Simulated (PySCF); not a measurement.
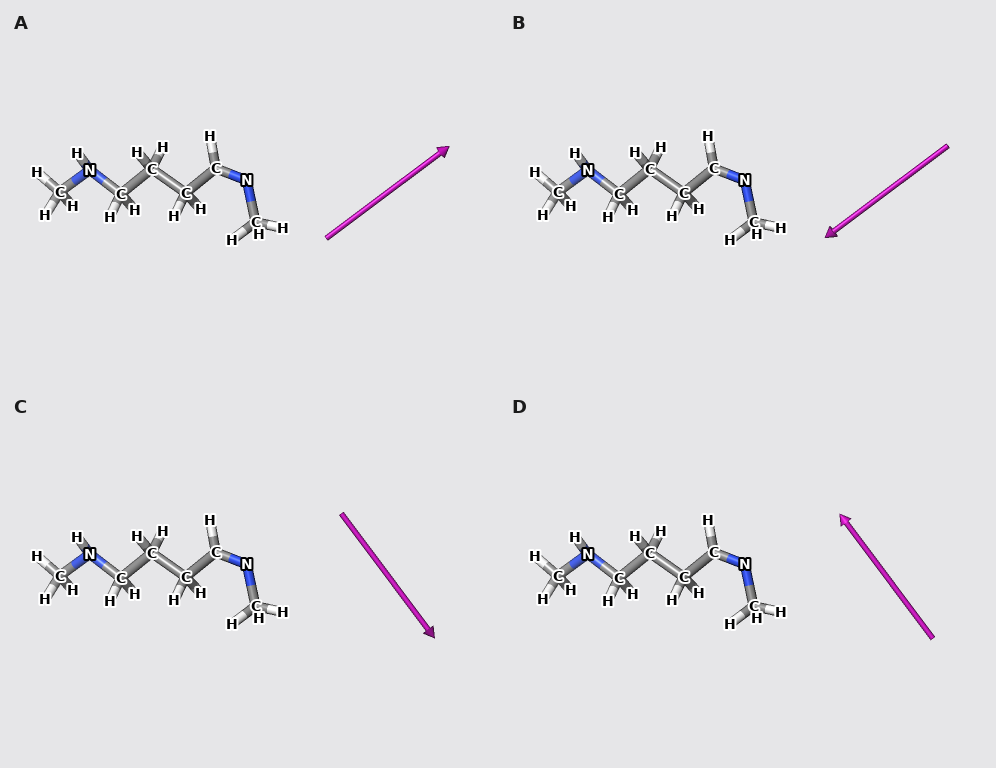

The same molecule four times, each with an arrow. Computed geometry: PBE0-D3(BJ)/def2-SVP optimisation. No frequency run is at hand to confirm it as a minimum. Level of theory: PBE0/pcSseg-1 in methanol (IEF-PCM) (PySCF 2.14.0).

> Which arrow points along the dipole moment, from the negative to the positive end?

B. The dipole moment is 3.45 D.
